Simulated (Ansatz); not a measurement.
# TaN (Fm-3m): zone-centre modes under pressure, part 2 of 2

Wanted: Grüneisen parameters and pressure coefficients of the modes of TaN (Fm-3m).

Ansatz 0.2.0; DFT LDA, scalar-relativistic, plane waves, PAW; PAW set soft_1.

So far. Step 3 (Tight relaxation): The forces vanish by symmetry and the pressure is 0.000 GPa, within the tolerances set. The cell now holds 10.27 Å³/atom.

### 4. Zone-centre response at rest

Phonons follow from the second derivative of the energy, found here by linear response.

The modes at rest are the reference of the series.

Contents of input.yaml:

```yaml
crystal:
  lattice:
    - [0.0, 2.1738081263, 2.1738081263]
    - [2.1738081263, 0.0, 2.1738081263]
    - [2.1738081263, 2.1738081263, 0.0]
  atoms:
    - { symbol: "N", position: [0.0, 0.0, 0.0] }
    - { symbol: Ta, position: [0.5, 0.5, 0.5] }
kpoints:
  mp_grid: { grid: [16, 16, 16] }
hamiltonian:
  xc: lda
  pseudopotentials: { kind: paw, azcp: { folder: soft_1 }, xc_functional: pbe }
scf:
  occupations: { method: methfessel_paxton, width: 0.2 }
output:
  eigenvalues: true
phonons:
  method: dfpt
```

The run is started by

```sh
> ansatz run input.yaml --threads 4 --pin off --max-ram 10240MiB --backend cpu --events-out ev --progress --plain --runs-dir out
```

Numbers of over 12 decimals in the logs are rounded to 6 here.

Log:

```text
[...]
Crystal: 2 atoms, lattice volume = 20.544 Å³
Basis set: ecut = 420 eV, 411 PW (Γ), exchange–correlation on 48×48×48 points (8 copies of the dense FFT grid, shifted against one another)
Bands: 13, of which v1, the nominal top of the filled ones, is band 9 counted from 1 (8 counted from 0)
Symmetry: 48 space group operations
k-points: 349 of 4096 (irreducible under 8 space group operations, time reversal used)
[...]
SCF iter   1: F=—  HF=-10059.593158 eV  |F-HF|=—  |Δ(HF+E_count)|=         —  Δρ=5.12e-2  dr2=5.55e-1  ethr=3.10e-3  ⟨swp⟩=5.0  Hψ=48301  notcnv=0
[...]
SCF iter   8: F=-10059.468552 eV  HF=-10059.468552 eV  |F-HF|=0.00e0  |Δ(HF+E_count)|=  2.36e-11  S|Δr|=    0.00e0  Δρ=7.51e-8  dr2=2.11e-13  ethr=1.00e-12  ⟨swp⟩=9.3  Hψ=26837  notcnv=0
SCF 1 converged in 8 iterations: F = -10059.468552 eV  dr2 = 2.11e-13
[...]
DFPT response loops at Γ: preconditioner auto → Kerker (q_TF=auto, 2.669 Å⁻¹) (partly filled bands, converged f_vac=0.000); β = 1.00, the filter's whole step (`scf.mixing.beta` (0.50) is not read by the response loops under this deck's `scf.mixing.preconditioner`; to damp them name `kerker` or `kerker_dos`, under which they read `scf.mixing.beta`, and type it under 1.00, their step now; both keys bind the ground state too); Broyden in place of MSR1
SCF converged after 8 iterations
[...]
Free energy (F): -10059.468552 eV
[...]
Internal energy: -10059.466226 eV  (E = F + TS)
E sigma→0 (E₀):  -10059.467970 eV
Entropy (-TS):   -0.002327 eV (-1.163 meV/atom)
Fermi energy:    22.001754 eV
[...]
--- Band table (eV; the first three rows and the last of 349) ---
  k-point 0: bands = [... 5 lower, 18.1227, 18.1227, 18.1227, 19.7984, 19.7984, 19.7984, 22.0405, 22.0405, ... 4 higher]
  k-point 1: bands = [... 5 lower, 17.6031, 17.7606, 17.7606, 19.9639, 19.9639, 20.0438, 22.4553, 22.4553, ... 4 higher]
  k-point 2: bands = [... 5 lower, 16.5542, 17.0193, 17.0193, 20.3465, 20.3465, 20.4097, 23.4576, 23.4576, ... 4 higher]
  k-point 348: bands = [... 5 lower, 14.3578, 15.1589, 15.1589, 21.8150, 21.8150, 25.7762, 26.4177, 26.7478, ... 4 higher]
--- Phonons (Γ-DFPT): 2 representative perturbations + reference, on 349 of 4096 k-points (Σ response iterations 6) ---
  k mesh reduced under 8 symmetry operations, with k and −k counted as one. Each operation leaves every solved perturbation unchanged. A smaller set is not used because it would not reduce the number of displacements times k-points to solve
  ASR residual: 2.077e-5 → 0.000e0 eV/Å²; symmetrization residual: 6.878e-7 eV/Å²
  ASR residual per site (eV/Å²): 1.14e-5 2.08e-5
  Γ frequencies (cm⁻¹): 0.00 0.00 0.00 421.40 421.40 421.40
  non-analytic LO–TO correction: not included (Born effective charges unavailable; polar crystals: no LO–TO splitting at Γ)
```

Wall time 7.2 s (4 threads of AMD EPYC 7B13 (Zen 3), shared host); peak memory 0.64 GiB.

Numbers from this step:

| Property | Result |
| --- | --- |
| sum-rule residual before enforcement | 2.08e-5 eV/Å² |
| point group | m-3m |
| highest optical mode at the zone centre (no LO-TO term) | 421.4 cm⁻¹ |
| lowest optical zone-centre mode | 421.4 cm⁻¹ |

Patterns of degenerate modes are one choice out of their space. Modes at Γ, with each element's share of the kinetic energy:

```csv
mode,frequency (cm⁻¹),symmetry,N %,Ta %
1,0.0,acoustic,7,93
2,0.0,acoustic,7,93
3,0.0,acoustic,7,93
4,421.4,T1u,93,7
5,421.4,T1u,93,7
6,421.4,T1u,93,7
```

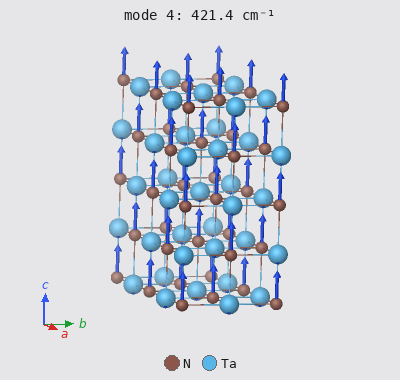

Displacement patterns of mode 4 at Γ; arrows are exaggerated. 2×1×2 conventional cells are drawn. Some periodic images of atoms are drawn too.

Before it was imposed, the acoustic sum rule was missed by 2.1e-5 eV/Å². Small misses are needed for a sound result but don't prove that mesh and cutoff are converged. The lowest optical mode is real, 421 cm⁻¹.

### 5. Ground state of a member: 1.06 times the volume at rest

The cell is set to 1.06 times the volume at rest; symmetry leaves nothing else free, so this is a single point.

input.yaml, the sections that differ from step 4:

```yaml
crystal:
  lattice:
    - [0.0, 2.2164426391, 2.2164426391]
    - [2.2164426391, 0.0, 2.2164426391]
    - [2.2164426391, 2.2164426391, 0.0]
  atoms:
    - { symbol: "N", position: [0.0, 0.0, 0.0] }
    - { symbol: Ta, position: [0.5, 0.5, 0.5] }
output:
  forces: true
  stress: true
  eigenvalues: true
# kpoints, hamiltonian, scf: as in step 4
# phonons: removed
```

Log:

```text
[...]
Crystal: 2 atoms, lattice volume = 21.777 Å³
Basis set: ecut = 420 eV, 411 PW (Γ)
Bands: 13, of which v1, the nominal top of the filled ones, is band 9 counted from 1 (8 counted from 0)
Symmetry: 48 space group operations
[...]
k-points: 145 of 4096
[...]
SCF iter   1: F=—  HF=-10059.482071 eV  |F-HF|=—  |Δ(HF+E_count)|=         —  Δρ=4.50e-2  dr2=4.36e-1  ethr=3.10e-3  ⟨swp⟩=5.0  Hψ=20071  notcnv=0
[...]
SCF iter   7: F=-10059.390349 eV  HF=-10059.390349 eV  |F-HF|=4.55e-11  |Δ(HF+E_count)|=  9.97e-10  S|Δr|=    0.00e0  Δρ=7.74e-7  dr2=8.15e-11  ethr=2.87e-11  ⟨swp⟩=2.0  Hψ=6301  notcnv=0
SCF 1 converged in 7 iterations: F = -10059.390349 eV  dr2 = 8.15e-11
[...]
SCF converged after 7 iterations
[...]
Free energy (F): -10059.390349 eV
[...]
Internal energy: -10059.388083 eV  (E = F + TS)
E sigma→0 (E₀):  -10059.389783 eV
Entropy (-TS):   -0.002265 eV (-1.133 meV/atom)
Fermi energy:    20.639335 eV
[...]
--- Stress (GPa, compression-positive) ---
      -19.286619      -0.000000       0.000000
       -0.000000     -19.286619      -0.000000
        0.000000       0.000000     -19.286619
  P = ⅓ Tr σ = -19.2866 GPa (-192.866 kbar)
--- Band table (eV; the first three rows and the last of 145) ---
  k-point 0: bands = [... 5 lower, 16.9289, 16.9289, 16.9289, 18.5987, 18.5987, 18.5987, 20.6619, 20.6619, ... 4 higher]
  k-point 1: bands = [... 5 lower, 16.4292, 16.5952, 16.5952, 18.7514, 18.7514, 18.8196, 21.0449, 21.0449, ... 4 higher]
  k-point 2: bands = [... 5 lower, 15.4158, 15.9053, 15.9053, 19.1068, 19.1068, 19.1475, 21.9737, 21.9737, ... 4 higher]
  k-point 144: bands = [... 5 lower, 13.3590, 14.0226, 14.0226, 20.4709, 20.4709, 24.0772, 24.5483, 24.9478, ... 4 higher]
```

The job ended after 0.93 s (4 threads; peak memory 0.39 GiB).

This step gave:

| Quantity | Value |
| --- | --- |
| pressure | -19.29 GPa |
| volume per atom | 10.89 Å³ |

The forces vanish by symmetry, at a pressure of -19.29 GPa.

### 6. Modes of this member: 1.06 times the volume at rest

The zone-centre modes follow for 1.06 times the volume at rest.

Edit input.yaml of step 5 so:

```diff
@@ -16,4 +16,4 @@
 output:
-  forces: true
-  stress: true
   eigenvalues: true
+phonons:
+  method: dfpt
```

Log:

```text
[...]
Crystal: 2 atoms, lattice volume = 21.777 Å³
Basis set: ecut = 420 eV, 411 PW (Γ), exchange–correlation on 48×48×48 points (8 copies of the dense FFT grid, shifted against one another)
Bands: 13, of which v1, the nominal top of the filled ones, is band 9 counted from 1 (8 counted from 0)
Symmetry: 48 space group operations
k-points: 349 of 4096 (irreducible under 8 space group operations, time reversal used)
[...]
SCF iter   1: F=—  HF=-10059.482168 eV  |F-HF|=—  |Δ(HF+E_count)|=         —  Δρ=4.50e-2  dr2=4.36e-1  ethr=3.10e-3  ⟨swp⟩=5.1  Hψ=48396  notcnv=0
[...]
SCF iter   8: F=-10059.390349 eV  HF=-10059.390349 eV  |F-HF|=3.64e-12  |Δ(HF+E_count)|=  5.28e-11  S|Δr|=    0.00e0  Δρ=8.11e-8  dr2=6.76e-13  ethr=1.00e-12  ⟨swp⟩=9.4  Hψ=27140  notcnv=0
SCF 1 converged in 8 iterations: F = -10059.390349 eV  dr2 = 6.76e-13
[...]
SCF converged after 8 iterations
[...]
Free energy (F): -10059.390349 eV
[...]
Internal energy: -10059.388084 eV  (E = F + TS)
E sigma→0 (E₀):  -10059.389783 eV
Entropy (-TS):   -0.002265 eV (-1.133 meV/atom)
Fermi energy:    20.639331 eV
[...]
--- Band table (eV; the first three rows and the last of 349) ---
  k-point 0: bands = [... 5 lower, 16.9289, 16.9289, 16.9289, 18.5987, 18.5987, 18.5987, 20.6619, 20.6619, ... 4 higher]
  k-point 1: bands = [... 5 lower, 16.4292, 16.5952, 16.5952, 18.7514, 18.7514, 18.8196, 21.0449, 21.0449, ... 4 higher]
  k-point 2: bands = [... 5 lower, 15.4158, 15.9053, 15.9053, 19.1068, 19.1068, 19.1475, 21.9737, 21.9737, ... 4 higher]
  k-point 348: bands = [... 5 lower, 13.3590, 14.0225, 14.0225, 20.4709, 20.4709, 24.0772, 24.5483, 24.9478, ... 4 higher]
[...]
ASR residual: 4.830e-5 → 0.000e0 eV/Å²; symmetrization residual: 9.105e-7 eV/Å²
  ASR residual per site (eV/Å²): 4.83e-5 1.58e-5
  Γ frequencies (cm⁻¹): 0.00 0.00 0.00 343.64 343.64 343.64
[...]
```

Run time: 7.2 s. Hardware: 4 threads; peak memory 0.66 GiB.

Numbers from this step:

| Quantity | Value |
| --- | --- |
| sum-rule residual before enforcement | 4.83e-5 eV/Å² |
| highest optical mode at the zone centre (no LO-TO term) | 343.6 cm⁻¹ |
| lowest optical zone-centre mode | 343.6 cm⁻¹ |

Patterns of degenerate modes are one choice out of their space. Modes at Γ, with each element's share of the kinetic energy:

```csv
mode,frequency (cm⁻¹),symmetry,N %,Ta %
1,0.0,acoustic,7,93
2,0.0,acoustic,7,93
3,0.0,acoustic,7,93
4,343.6,T1u,93,7
5,343.6,T1u,93,7
6,343.6,T1u,93,7
```

The optical mode lies at 343.6 cm⁻¹.

For the highest optical mode at the zone centre (no LO-TO term), step 4 gave 421 cm⁻¹; this run, with volume ratio 1.06, gives 344 cm⁻¹ (-18 %).

### 7. Ground state of a member: 0.9 times the volume at rest

The cell is set to 0.9 times the volume at rest; symmetry leaves nothing else free, so this is a single point.

input.yaml, the sections that differ from step 6:

```yaml
crystal:
  lattice:
    - [0.0, 2.0987886701, 2.0987886701]
    - [2.0987886701, 0.0, 2.0987886701]
    - [2.0987886701, 2.0987886701, 0.0]
  atoms:
    - { symbol: "N", position: [0.0, 0.0, 0.0] }
    - { symbol: Ta, position: [0.5, 0.5, 0.5] }
output:
  forces: true
  stress: true
  eigenvalues: true
# kpoints, hamiltonian, scf: as in step 6
# phonons: removed
```

Log:

```text
[...]
Crystal: 2 atoms, lattice volume = 18.490 Å³
Basis set: ecut = 420 eV, 339 PW (Γ)
Bands: 13, of which v1, the nominal top of the filled ones, is band 9 counted from 1 (8 counted from 0)
Symmetry: 48 space group operations
[...]
k-points: 145 of 4096
[...]
k-point 0: bands = [... 5 lower, 20.4501, 20.4501, 20.4501, 22.0955, 22.0955, 22.0955, 24.6928, 24.6928, ... 4 higher]
  k-point 1: bands = [... 5 lower, 19.8817, 20.0279, 20.0279, 22.2873, 22.2873, 22.3930, 25.1735, 25.1735, ... 4 higher]
  k-point 2: bands = [... 5 lower, 18.7597, 19.1809, 19.1809, 22.7225, 22.7225, 22.8305, 26.3231, 26.3231, ... 4 higher]
  k-point 144: bands = [... 5 lower, 16.3000, 17.4193, 17.4193, 24.4040, 24.4040, 29.0700, 30.0720, 30.2504, ... 4 higher]
[key lines of the parts left out:]
SCF converged after 7 iterations
Free energy (F): -10059.176899 eV
Fermi energy:    24.620302 eV
P = ⅓ Tr σ = 49.9900 GPa (499.900 kbar)
```

Wall time 0.91 s (4 threads); peak memory 0.38 GiB.

Numbers from this step:

- pressure: 49.99 GPa
- volume per atom: 9.245 Å³

The forces vanish by symmetry, at a pressure of 49.99 GPa.

### 8. Zone-centre modes of the member: 0.9 times the volume at rest

The zone-centre modes follow for 0.9 times the volume at rest.

Edit input.yaml of step 7 so:

```diff
@@ -16,4 +16,4 @@
 output:
-  forces: true
-  stress: true
   eigenvalues: true
+phonons:
+  method: dfpt
```

Log:

```text
[...]
Crystal: 2 atoms, lattice volume = 18.490 Å³
Basis set: ecut = 420 eV, 339 PW (Γ), exchange–correlation on 40×40×40 points (8 copies of the dense FFT grid, shifted against one another)
Bands: 13, of which v1, the nominal top of the filled ones, is band 9 counted from 1 (8 counted from 0)
Symmetry: 48 space group operations
k-points: 349 of 4096 (irreducible under 8 space group operations, time reversal used)
[...]
k-point 2: bands = [... 5 lower, 18.7597, 19.1809, 19.1809, 22.7225, 22.7225, 22.8305, 26.3231, 26.3231, ... 4 higher]
  k-point 348: bands = [... 5 lower, 16.3000, 17.4193, 17.4193, 24.4040, 24.4040, 29.0700, 30.0720, 30.2504, ... 4 higher]
[...]
ASR residual: 2.486e-5 → 0.000e0 eV/Å²; symmetrization residual: 4.030e-7 eV/Å²
  ASR residual per site (eV/Å²): 1.55e-5 2.49e-5
  Γ frequencies (cm⁻¹): 0.00 0.00 0.00 556.79 556.79 556.79
[...]
[key lines of the parts left out:]
SCF converged after 8 iterations
Free energy (F): -10059.176899 eV
Fermi energy:    24.620302 eV
```

Run time: 6.5 s. Hardware: 4 threads; peak memory 0.58 GiB; 22 s of CPU time.

Numbers from this step:

```
sum-rule residual before enforcement                    : 2.49e-5 eV/Å²
highest optical mode at the zone centre (no LO-TO term) : 556.8 cm⁻¹
lowest optical zone-centre mode                         : 556.8 cm⁻¹
```

Patterns of degenerate modes are one choice out of their space. The modes at Γ (shares of kinetic energy by element, %):

```csv
mode,frequency (cm⁻¹),symmetry,N %,Ta %
1,0.0,acoustic,7,93
2,0.0,acoustic,7,93
3,0.0,acoustic,7,93
4,556.8,T1u,93,7
5,556.8,T1u,93,7
6,556.8,T1u,93,7
```

The optical mode lies at 556.8 cm⁻¹.

Between step 4 and this run (volume ratio 0.9) the value for the highest optical mode at the zone centre (no LO-TO term) moves from 421 cm⁻¹ to 557 cm⁻¹ (+32 %).

### 9. The series together

The members are set side by side, also those not shown above.

Each row is one cell with its response, relaxed at fixed volume as far as symmetry leaves anything free; energies are extrapolated to zero smearing, and E0 is that at rest; shape and atoms are relaxed in each cell where symmetry leaves them free; all runs use 16×16×16 k points and Methfessel-Paxton smearing of 0.2 eV. State of the crystal along the series:

```csv
volume ratio,V (Å³/atom),pressure (GPa),E - E0 (meV/atom)
0.9,9.245,49.99,145.8
0.92,9.45,37.71,89.71
0.94,9.656,26.7,48.57
0.96,9.861,16.82,20.77
0.98,10.07,7.952,5.017
0.99,10.17,3.869,1.222
1,10.27,-4.76e-4,0
1.02,10.48,-7.138,4.647
1.04,10.68,-13.54,17.98
1.06,10.89,-19.29,39.09
```

Each mode is tracked from rest by its pattern, and modes that stay within 0.3 cm⁻¹ of each other stand once; shape and atoms are relaxed in each cell where symmetry leaves them free; all runs use 16×16×16 k points and Methfessel-Paxton smearing of 0.2 eV. Optical modes along the series:

```csv
V (Å³/atom),mode 4 T1u (cm⁻¹)
9.245,556.8
9.45,528.7
9.656,501.2
9.861,474.2
10.07,447.6
10.17,434.5
10.27,421.4
10.48,395.4
10.68,369.5
10.89,343.6
```

From cubic fits (parabolas where under five rows exist) of ln ω and P against ln V through the rows within about 4 % of rest: γ = −d ln ω / d ln V and dω/dP = γ ω / B. Slopes at rest:

```csv
mode,fitted frequency at rest (cm⁻¹),Grüneisen parameter γ,dω/dP (cm⁻¹/GPa)
mode 4 T1u,421.4,3.09,3.47
```

### 10. Outcome

```json
{"members": "10", "highest optical mode at the zone centre (no LO-TO term), at rest": "421.4 cm⁻¹", "bulk modulus at rest": "376 GPa", "mode 4 T1u, γ": "3.09"}
```

What this shows: The series spans -19.3 to 50.0 GPa, and the slope at rest gives a bulk modulus of 376 GPa. The optical mode has γ = 3.09 and moves by 3.5 cm⁻¹ for each GPa. One k mesh and one cutoff serve the ground states and modes of all volumes. These are harmonic frequencies at zero temperature: anharmonic shifts, linewidths and thermal expansion are left out. Spin-orbit coupling is left out, which can matter for the heavy elements here. With no gap, or one that is small against the smearing, the frequencies hang on the k mesh and the smearing, most of all near Kohn anomalies. The PAW files were made for PBE; the program adapts parts of them to the functional of the run, but their partial waves stay those of PBE, an approximation that was not tested in this session. Only the zone centre was solved, so an instability at another wavevector cannot show here.

[Logs are printed without paths, hosts, clocks, repeated set-up lines and the standing remarks that a program may print on its own settings, such as how far it seeks lower states.]

[Hosts, paths, dates, database ids (printed as entryN), source tags and the programs' standing remarks are cut or masked in the printed files.]
